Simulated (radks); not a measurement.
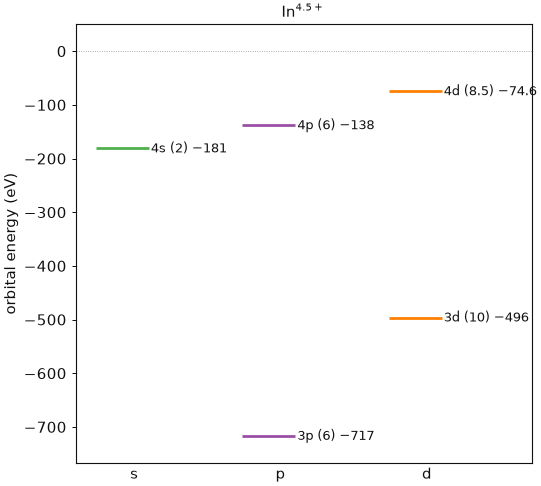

Fig. 1: The outer levels are drawn (occupations in brackets). The highest occupied level is 4d at −74.6 eV. From the top down the occupied levels run 4d (−74.6 eV), 4p (−137.9 eV), 4s (−181.1 eV), 3d (−496.1 eV), 3p (−716.6 eV).

# Run report: In (charge +4.5), atomic calculation

In with charge +4.5 in the configuration [Kr] 4d8.5 (both spins equally filled). Computed at this level: scalar-relativistic Kohn-Sham, SCAN, spin-polarised, spherical densities, finite nucleus (the in-house radial solver radks).

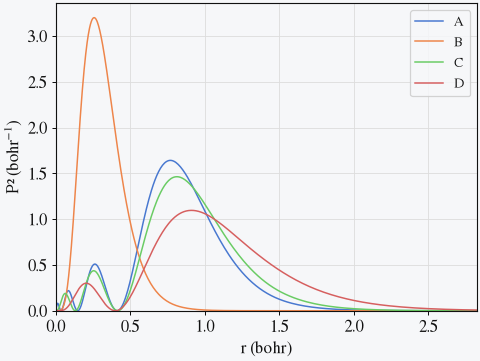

Fig. 2: The radial probability densities P² of 4d, 4p, 3d and 4s. A is 4s; B is 3d; C is 4p; D is 4d. 3d: outer maximum at 0.259 bohr, ⟨r⟩ = 0.324 bohr, 0 nodes, eigenvalue −496.1 eV; 4s: outer maximum at 0.770 bohr, ⟨r⟩ = 0.843 bohr, 3 nodes, eigenvalue −181.1 eV; 4p: outer maximum at 0.814 bohr, ⟨r⟩ = 0.909 bohr, 2 nodes, eigenvalue −137.9 eV; 4d: outer maximum at 0.912 bohr, ⟨r⟩ = 1.09 bohr, 1 node, eigenvalue −74.6 eV.

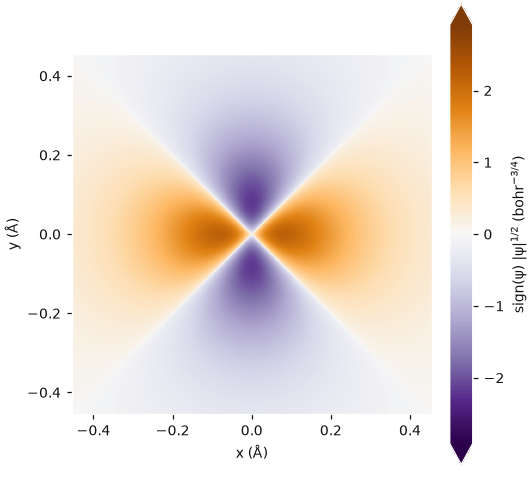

Fig. 3: One occupied orbital is shown. In the xy plane through the nucleus, the colour gives the signed square root of ψ. (1 bohr = 0.529 Å.) The radial function comes from the spherical calculation and is multiplied by a real spherical harmonic; the overall sign is chosen so that the largest lobe of P(r) is positive; at the scalar-relativistic level it is the large component. It is 3d(x²−y²). It has two nodal planes at 45° to x and y and no radial node. The maximum of P² lies at 0.259 bohr, ⟨r⟩ = 0.324 bohr, 90 % of the charge lies within 0.511 bohr, and the eigenvalue is −496.1 eV, with 10 electrons in the shell.

These pictures come from the run below.

**Input file**
```
Z 49
configuration [Kr] 4d4.25 4d4.25
relativity scalar-relativistic
functional scan,scan
spin polarised
nucleus finite rms 4.6156 fm
c 137.035999084
```

Energies in input and log are in hartree, lengths in bohr (the nuclear radius in fm).

**Log**
```
1s      1   1.0000       -1024.04571241
2s      1   1.0000        -155.79905499
2p      1   3.0000        -139.93106001
3s      1   1.0000         -31.57885077
3p      1   3.0000         -26.33564319
3d      1   5.0000         -18.23279633
4s      1   1.0000          -6.65387856
4p      1   3.0000          -5.06823374
4d      1   4.2500          -2.73988304
1s      2   1.0000       -1024.04571241
2s      2   1.0000        -155.79905499
2p      2   3.0000        -139.93106001
3s      2   1.0000         -31.57885077
3p      2   3.0000         -26.33564319
3d      2   5.0000         -18.23279633
4s      2   1.0000          -6.65387856
4p      2   3.0000          -5.06823374
4d      2   4.2500          -2.73988304
Etot -5877.399137517861
Ekin 6126.345989169673
Encl -14114.469636129885
Eh 2269.37652982239
Exc -158.65202038003912
err 6.387829951163892e-07
it 14
```

**Slater integrals of the outer shells (hartree)**

```
 integral   value
F0(4d,4d)  0.8302
F2(4d,4d)  0.4215
F4(4d,4d)  0.2789
F0(4d,4p)  0.8993
F2(4d,4p)  0.4558
G1(4d,4p)  0.5784
G3(4d,4p)  0.3572
F0(4d,4s)  0.9256
G2(4d,4s)  0.4359
F0(4d,3d)  1.1095
F2(4d,3d)  0.2337
F4(4d,3d)  0.1051
G0(4d,3d)  0.0741
G2(4d,3d)  0.0867
```

**Key numbers**

- outcome: converged
- total energy: −5877.3991 hartree
- kinetic energy: 6126.3460 hartree
- electron–nucleus energy: −14114.4696 hartree
- Hartree energy: 2269.3765 hartree
- exchange–correlation energy: −158.652020 hartree
- radius at density 0.001 e/bohr³: 2.72 bohr
- SCF iterations: 14
- hardware: 1 CPU thread, shared host
